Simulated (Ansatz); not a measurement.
SiGe₂

The calculation's input:

```
crystal:
  lattice:
    - [4.8379289702, 0.0, 0.0]
    - [-2.4189644851, 4.1897693899, 0.0]
    - [0.0, 0.0, 2.6650772155]
  atoms:
    - { symbol: Si, position: [0.0, 0.0, 0.5] }
    - { symbol: Ge, position: [0.3333333333, 0.6666666667, 0.5] }
    - { symbol: Ge, position: [0.6666666667, 0.3333333333, 0.5] }
basis:
  ecutwfc: 420
kpoints:
  mp_grid: { grid: [12, 12, 18] }
hamiltonian:
  xc: pbe
scf:
  occupations: { method: gaussian, width: 0.1 }
output:
  forces: true
  stress: true
  eigenvalues: true
  write_density: true
  write_potential: true
  elf: true
  volumetric_format: npy
relax:
  adjacent_minimum: "off"
  f_tol: 0.01
  max_steps: 80
  cell: { stress_tol: 0.05 }
```

Launched as:

```sh
ansatz run input.yaml --threads 1 --pin off --max-ram 2560MiB --backend cpu --events-out ev --progress --plain --runs-dir out
```

Below, planes, directions and counts refer to the conventional cell (a = 4.88 Å, b = 4.88 Å, c = 2.61 Å, α = 90.00°, β = 90.00°, γ = 120.00°).

The fields are those of the relaxed geometry.

Space group P6/mmm; a structure generated by program, which may or may not match a known phase.

All numbers below come from DFT PBE, scalar-relativistic, plane waves, PAW (Ansatz 0.2.0).

**What can the converged valence pseudo-density and electron localisation function tell about the bonding?**

Si–Ge (2.82 Å): ρ is about 0.25 e/Å³ halfway; the ELF peaks at about 0.75 in the valence shell of Si, 0.9 Å from its nucleus, and is about 0.55 at the midpoint.
Ge–Ge (2.82 Å): the density is about 0.25 e/Å³ at the midpoint; the ELF is about 0.45 at the midpoint.

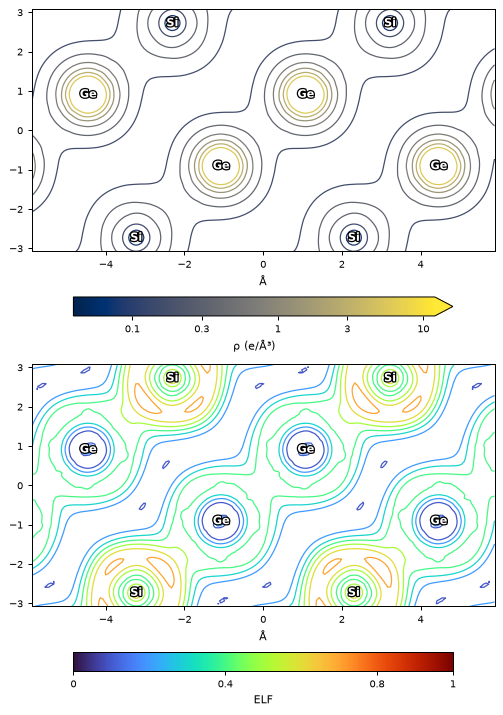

Computed valence pseudo-density and electron localisation function on the (111) plane of the conventional cell, in this order. 

Core electrons are frozen (PAW), and the valence fields are smoothed inside the atomic spheres.
